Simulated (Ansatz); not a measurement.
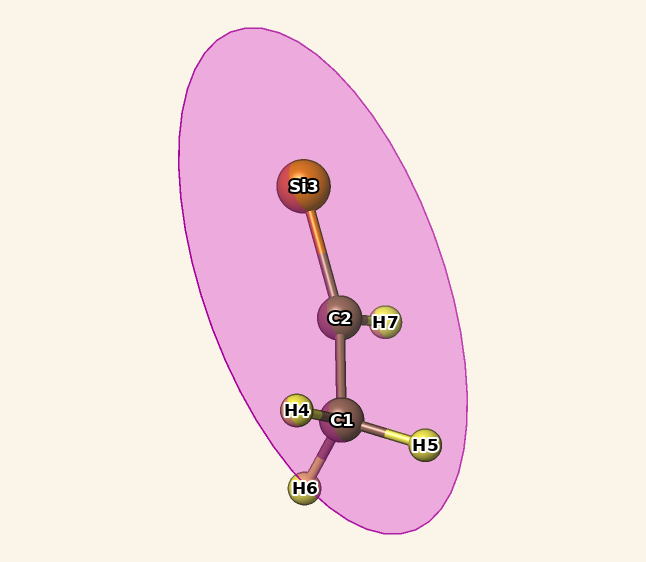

A disc through the centre of mass is drawn in. Depth is shown by fading: the farther an atom, the more it takes the colour of the background. The computed structure is the end point of a PBE-D4/def2-SVP optimisation. No frequency run is at hand to confirm it as a minimum.

> Is the plane of the disc a mirror plane of the structure?

Yes. The reflection leaves C1, C2, Si3, H4, H7 in place and moves H5 ↔ H6. The point group is Cs.
